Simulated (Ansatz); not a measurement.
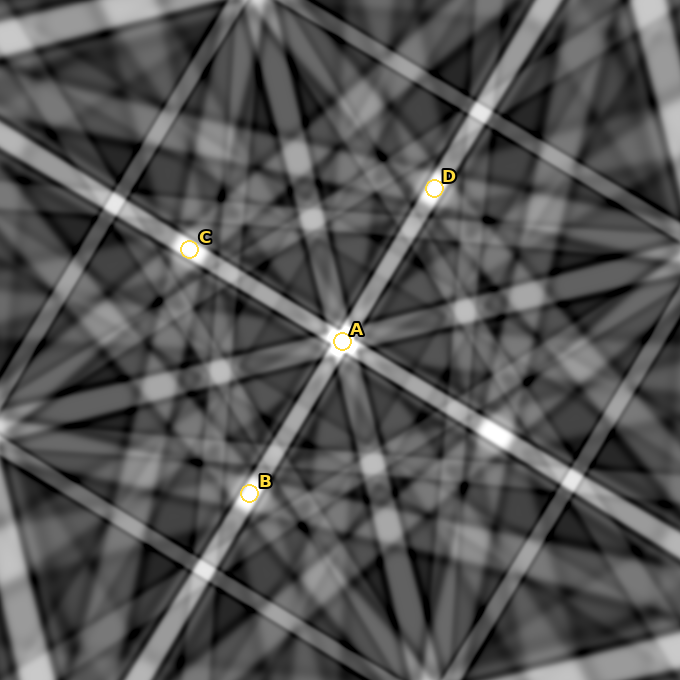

Simulated Kikuchi (electron backscatter) pattern at 20 kV: kinematic bands of width 2θ(Bragg) in gnomonic projection, seen from the camera side; the frame spans ±42° from its centre. Crystal: SnGe₂, space group Fm-3m (No. 225), a = 6.106 Å. Structure: the end point of a relaxation (final pressure about 31 GPa) with DFT PBE, scalar-relativistic, plane waves, PAW in Ansatz; the starting structure was generated, so it need not be a known form of this composition.

Pole A is [001] and pole B is [113].

**Index the poles C and D.**

C is [1-13], 25.2° from A and 35.1° from B. D is [-1-13], 25.2° from A and 50.5° from B.

**Which band joins A and B, and how wide is it?**

It comes from the planes common to both zones. The strongest order is 2 -2 0 with d = 2.159 Å, so the band is 2θ = 2.3° wide (λ = 0.0859 Å). Other orders of the same planes (4 -4 0) lie on the same centre line with other widths.
